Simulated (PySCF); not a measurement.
# Geometry relaxation of C2H6BNSi

- system: C2H6BNSi
- method: PBE0-D3(BJ)/def2-SVP geometry optimisation, gas phase (PySCF 2.14.0)

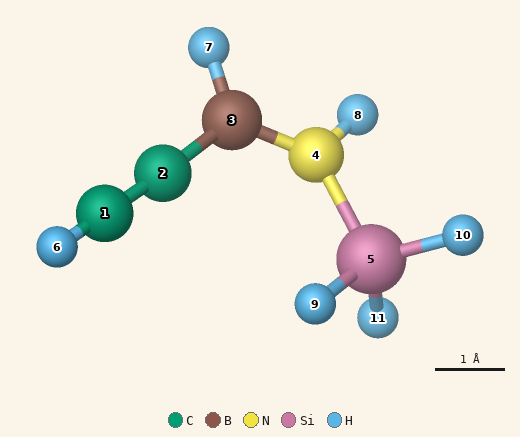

The input geometry (ball-and-stick view, seen at a tilt; atoms are numbered from 1 in the order of the input).

Summary

| quantity | value |
| --- | --- |
| outcome | converged |
| total energy | −448.382295 hartree |
| dipole moment | 1.16 D |
| point group | C1 |
| hardware | 1 CPU thread, shared host |
| wall time | 28 s |
| peak memory | 0.42 GiB |

Input file
```
{"job": {"xc": "PBE0", "basis": "def2-SVP", "d3": "d3bj", "grid": 1, "shake": 0.01, "kind": "geom"}, "charge": 0, "multiplicity": 1}
C      2.453300    -0.800900     0.737250
C      1.635360     0.041200     0.345960
B      0.674010     1.124460    -0.143430
N     -0.623340     0.842690    -0.373640
Si    -1.589790    -0.630410    -0.203980
H      3.116570    -1.492830     1.066650
H      1.110500     2.214520    -0.313480
H     -1.193520     1.630310    -0.693090
H     -0.676550    -1.737780     0.015800
H     -2.373190    -0.760850    -1.417550
H     -2.495230    -0.456260     0.963850
```

The first line tells a small driver script what to run in PySCF; the rest is the geometry in Å.

Run as:
```bash
OMP_NUM_THREADS=1 python <driver script> task.json out
```

What the program printed
```
step   0  E = -448.37339382  max force = 0.065260
step   1  E = -448.38095428  max force = 0.014047
step   2  E = -448.38129509  max force = 0.008564
step   3  E = -448.38194609  max force = 0.009447
step   4  E = -448.38216580  max force = 0.003043
step   5  E = -448.38227427  max force = 0.002818
step   6  E = -448.38229032  max force = 0.000302
step   7  E = -448.38229458  max force = 0.000424
optimisation converged
```

Trajectory as extended XYZ (Å, eV, eV/Å), 8 frames, from step=0 to step=7
```
11
Properties=species:S:1:pos:R:3:forces:R:3 step=0 energy=-12200.86150
C     2.4533   -0.8009    0.7372   -3.2633   3.3558  -1.5509
C     1.6354    0.0412    0.3460    1.6174  -1.5359   0.7238
B     0.6740    1.1245   -0.1434    2.2309  -0.0924   0.5302
N    -0.6233    0.8427   -0.3736   -2.9693  -0.0577  -0.6801
Si   -1.5898   -0.6304   -0.2040    0.3976   0.7310   0.6451
H     3.1166   -1.4928    1.0667    1.9495  -2.0281   0.9510
H     1.1105    2.2145   -0.3135    0.1362   0.6009  -0.1178
H    -1.1935    1.6303   -0.6931    0.2103  -0.1204   0.0691
H    -0.6765   -1.7378    0.0158    0.3319  -0.5899   0.0424
H    -2.3732   -0.7609   -1.4176   -0.4904  -0.1843  -0.6576
H    -2.4952   -0.4563    0.9638   -0.1507  -0.0790   0.0449
11
Properties=species:S:1:pos:R:3:forces:R:3 step=1 energy=-12201.06723
C     2.2912   -0.8859    0.7846    0.7223  -0.2057   0.1009
C     1.6696    0.0616    0.3391   -0.3678  -0.1205   0.0680
B     0.7358    1.1710   -0.1597   -0.3339  -0.1025  -0.0698
N    -0.6346    0.9066   -0.4019    0.4482   0.0204   0.1129
Si   -1.5386   -0.5944   -0.2031   -0.0610   0.0690  -0.0128
H     2.9611   -1.6601    1.1516   -0.3906   0.2552  -0.1128
H     1.1655    2.2838   -0.3417   -0.0048   0.0808  -0.0336
H    -1.1805    1.7031   -0.7144   -0.0038   0.0677  -0.0299
H    -0.6008   -1.7252   -0.0108    0.0344  -0.0277  -0.0312
H    -2.3721   -0.7887   -1.4263   -0.0233  -0.0382  -0.0101
H    -2.4593   -0.4962    0.9688   -0.0197   0.0015   0.0183
11
Properties=species:S:1:pos:R:3:forces:R:3 step=2 energy=-12201.07651
C     2.4246   -0.8437    0.8087    0.2611   0.1832  -0.0867
C     1.7237    0.0482    0.3617   -0.4404  -0.3096   0.0721
B     0.7373    1.1096   -0.1451    0.0456   0.1503  -0.0480
N    -0.6291    0.8652   -0.3893    0.0952  -0.0750   0.0547
Si   -1.6164   -0.5878   -0.2247    0.0348   0.0341   0.0296
H     3.1234   -1.5739    1.1810   -0.1082  -0.0075   0.0065
H     1.1461    2.2306   -0.3443    0.0310   0.0415  -0.0046
H    -1.1425    1.6858   -0.6995    0.0164   0.0115  -0.0188
H    -0.7364   -1.7701   -0.0543    0.0467  -0.0150  -0.0048
H    -2.4551   -0.7245   -1.4539    0.0086  -0.0098   0.0061
H    -2.5383   -0.4639    0.9458    0.0091  -0.0038  -0.0060
11
Properties=species:S:1:pos:R:3:forces:R:3 step=3 energy=-12201.09422
C     2.3767   -0.8528    0.8008   -0.1856   0.4858  -0.2262
C     1.6660    0.0358    0.3610   -0.0037  -0.2237   0.1178
B     0.7277    1.1359   -0.1523    0.2706   0.0679   0.0138
N    -0.6290    0.8869   -0.3940   -0.3087   0.0949  -0.0837
Si   -1.5781   -0.5891   -0.2162    0.0242  -0.0687   0.0327
H     3.0389   -1.5995    1.1781    0.1750  -0.2718   0.1282
H     1.1565    2.2532   -0.3557    0.0031  -0.0772   0.0317
H    -1.1509    1.7021   -0.7089    0.0067  -0.0628  -0.0050
H    -0.6531   -1.7427   -0.0602   -0.0236   0.0292  -0.0028
H    -2.4291   -0.7630   -1.4333    0.0187   0.0261   0.0139
H    -2.4882   -0.4910    0.9671    0.0236   0.0002  -0.0205
11
Properties=species:S:1:pos:R:3:forces:R:3 step=4 energy=-12201.10020
C     2.3756   -0.8493    0.7992    0.0073   0.1476  -0.0577
C     1.6461    0.0240    0.3652   -0.1034  -0.0453   0.0198
B     0.7165    1.1297   -0.1522    0.1565   0.1308  -0.0067
N    -0.6447    0.9025   -0.4032   -0.1201  -0.0382  -0.0145
Si   -1.5692   -0.5869   -0.2141   -0.0360  -0.0333  -0.0072
H     3.0375   -1.6021    1.1791    0.0658  -0.1074   0.0467
H     1.1620    2.2396   -0.3485    0.0173  -0.0301   0.0144
H    -1.1665    1.7144   -0.7241    0.0305  -0.0407   0.0020
H    -0.6250   -1.7238   -0.0615   -0.0182   0.0161  -0.0010
H    -2.4220   -0.7741   -1.4266   -0.0042   0.0081   0.0018
H    -2.4730   -0.4985    0.9729    0.0046  -0.0076   0.0024
11
Properties=species:S:1:pos:R:3:forces:R:3 step=5 energy=-12201.10315
C     2.4057   -0.8267    0.8016    0.1393  -0.1449   0.0795
C     1.6445    0.0209    0.3740   -0.0711   0.0782  -0.0347
B     0.7174    1.1249   -0.1491   -0.0215  -0.0274   0.0150
N    -0.6460    0.8905   -0.4024    0.0231  -0.0118   0.0044
Si   -1.5859   -0.5910   -0.2168    0.0159   0.0266  -0.0149
H     3.0772   -1.5780    1.1829   -0.0516   0.0631  -0.0372
H     1.1682    2.2311   -0.3437   -0.0051   0.0081  -0.0073
H    -1.1627    1.7006   -0.7305   -0.0243   0.0286  -0.0215
H    -0.6534   -1.7362   -0.0709    0.0089  -0.0168   0.0063
H    -2.4407   -0.7614   -1.4296   -0.0095   0.0026  -0.0042
H    -2.4869   -0.4992    0.9709   -0.0041  -0.0064   0.0147
11
Properties=species:S:1:pos:R:3:forces:R:3 step=6 energy=-12201.10359
C     2.4160   -0.8217    0.8040   -0.0080  -0.0074   0.0060
C     1.6439    0.0189    0.3783    0.0061  -0.0052   0.0078
B     0.7141    1.1204   -0.1462   -0.0006   0.0015  -0.0024
N    -0.6489    0.8895   -0.4036    0.0041  -0.0078   0.0016
Si   -1.5893   -0.5912   -0.2181    0.0022   0.0077  -0.0049
H     3.0917   -1.5682    1.1825   -0.0030   0.0155  -0.0107
H     1.1658    2.2261   -0.3437   -0.0011   0.0042   0.0011
H    -1.1638    1.7004   -0.7351    0.0003  -0.0017  -0.0064
H    -0.6569   -1.7379   -0.0737    0.0009  -0.0030   0.0022
H    -2.4466   -0.7598   -1.4299   -0.0034   0.0023   0.0015
H    -2.4886   -0.5010    0.9718    0.0025  -0.0063   0.0044
11
Properties=species:S:1:pos:R:3:forces:R:3 step=7 energy=-12201.10370
C     2.4170   -0.8183    0.8058   -0.0218   0.0095  -0.0058
C     1.6430    0.0204    0.3799    0.0112  -0.0037   0.0047
B     0.7129    1.1206   -0.1470   -0.0017   0.0043   0.0061
N    -0.6496    0.8882   -0.4050   -0.0007   0.0004  -0.0040
Si   -1.5888   -0.5930   -0.2183   -0.0012  -0.0011   0.0017
H     3.0951   -1.5624    1.1830    0.0092  -0.0014   0.0004
H     1.1634    2.2270   -0.3444   -0.0006  -0.0001  -0.0006
H    -1.1652    1.6983   -0.7377    0.0035  -0.0064  -0.0045
H    -0.6559   -1.7400   -0.0774   -0.0006   0.0006  -0.0016
H    -2.4503   -0.7597   -1.4275   -0.0010   0.0019   0.0024
H    -2.4842   -0.5056    0.9750    0.0037  -0.0040   0.0014
```

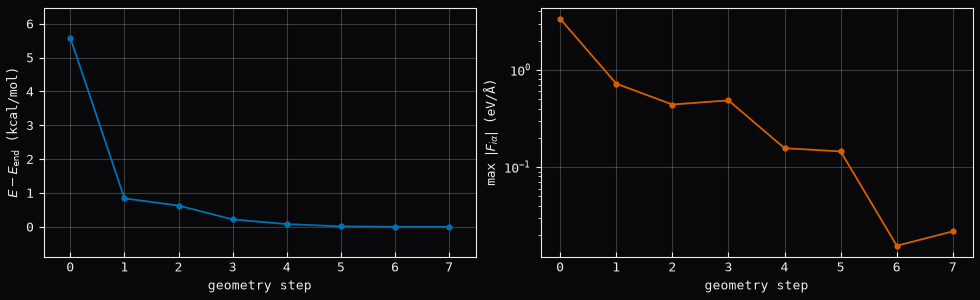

Progress of the relaxation, step by step (steps are counted from 0).

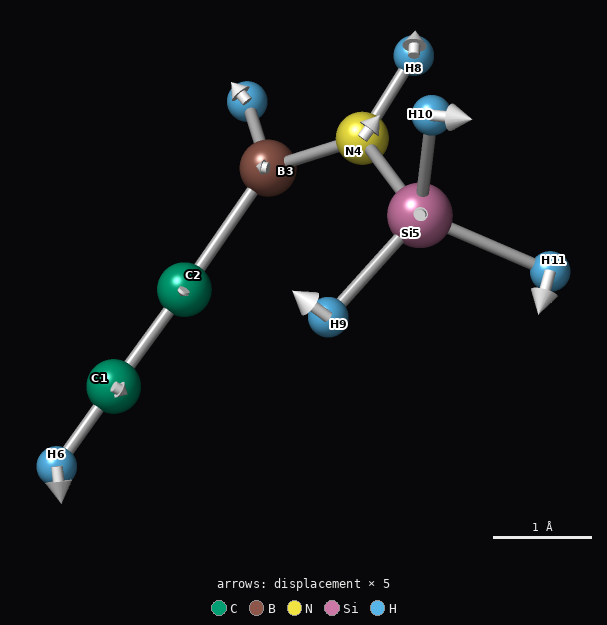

The starting structure with the displacements as white arrows, magnified 5 times (ball-and-stick view, seen at a tilt). The two geometries are laid on each other by the best rigid fit. The largest move after the best rigid fit is that of H9, 0.098 Å. By element the largest moves are H 0.098 Å, N 0.060 Å, C 0.035 Å, B 0.027 Å, Si 0.023 Å. Distances before and after: C1–H6 1.014 → 1.075 Å, B3–N4 1.347 → 1.406 Å, Si5–H10 1.450 → 1.494 Å, B3–H7 1.186 → 1.211 Å. Among the angles that change: Si5–N4–H8 111.5° → 115.7°, B3–N4–Si5 133.1° → 129.5°, H9–Si5–H10 113.4° → 110.7°. After 7 geometry steps the energy has fallen by 5.59 kcal/mol. Largest force component: 3.4 eV/Å at the start, 0.022 eV/Å at the end. (Atoms are counted from 1 in the order of the input.)
